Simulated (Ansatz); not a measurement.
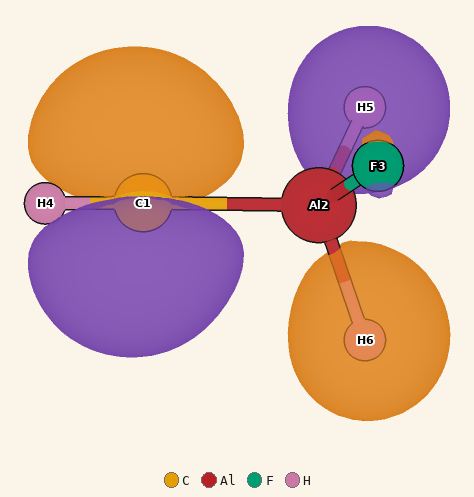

Figure 1: CH3AlF (charge −1, triplet). The HOMO (α) at ±0.1 Å⁻³ᐟ² (orange and purple are the two phases), seen from one side.

Geometry: PBE0-D3(BJ)/def2-SVPD.

Theory: isolated molecule in a Gaussian basis; Kohn-Sham density functional theory, functional PBE0 (Ansatz 0.2.0).

```yaml
atoms:
  - { symbol: C, position_ang: [-0.1476, 1.3322, -0.7075] }
  - { symbol: Al, position_ang: [1.0560, -0.1572, -1.1732] }
  - { symbol: F, position_ang: [2.7141, 0.3461, -0.9384] }
  - { symbol: H, position_ang: [-0.8835, 2.1113, -0.4681] }
  - { symbol: H, position_ang: [0.8647, -0.5545, -2.7504] }
  - { symbol: H, position_ang: [0.7686, -1.4334, -0.1881] }
```

Question: What is the character of this orbital?

Answer: By Hirshfeld shares it lies mainly on C1 (about 55 %), Al2 (about 15 %), H6 (about 10 %) and H5 (about 10 %). Its energy is −1.55 eV.
